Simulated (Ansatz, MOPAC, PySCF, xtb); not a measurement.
C2H4 (SMILES C=C) and C2H6 (SMILES CC) are pulled apart as rigid monomers along the line of their centres of mass, from the B3LYP-D3(BJ)/def2-TZVP minimum. Starting geometry (charge 0, multiplicity 1):
```xyz
14

C      0.246     0.637    -0.026
C     -0.248    -0.567     0.221
H     -0.387     1.514    -0.072
H      1.305     0.795    -0.193
H      0.385    -1.444     0.269
H     -1.306    -0.725     0.391
C      0.348     0.653     3.968
C     -0.346    -0.703     3.887
H      1.320     0.572     4.459
H     -0.248     1.371     4.535
H      0.512     1.067     2.972
H      0.249    -1.418     3.315
H     -1.318    -0.621     3.396
H     -0.511    -1.128     4.879
```

Interaction energies with rigid monomers; basis-set methods are counterpoise corrected unless marked otherwise.

Rows in 6-31G* carry no dispersion term and start afresh at each structure (6-31G* with six Cartesian d functions). The state reached by PM3 isn't checked.

Codes used: Ansatz (Gaussian basis) for Hartree–Fock, density functionals and correlated methods; MOPAC for PM3 (differences of heats of formation); PySCF for 6-31G* rows, the dispersion terms; xtb for the GFN methods. Each number belongs to the level named beside it.

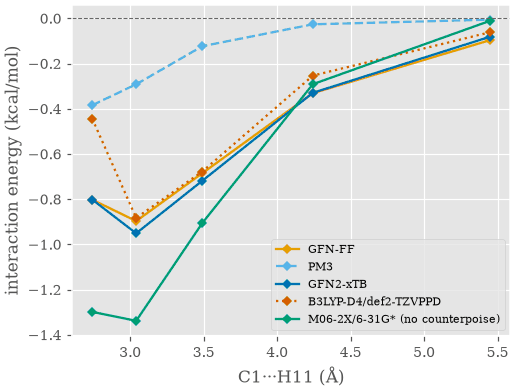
Figure. Interaction energy against separation

Question: Which level binds most strongly at C1···H11 = 3.04, and by how much?

Answer: M06-2X/6-31G* (no counterpoise), -1.3 kcal/mol.

Ansatz is a quantum-chemistry and plane-wave program.
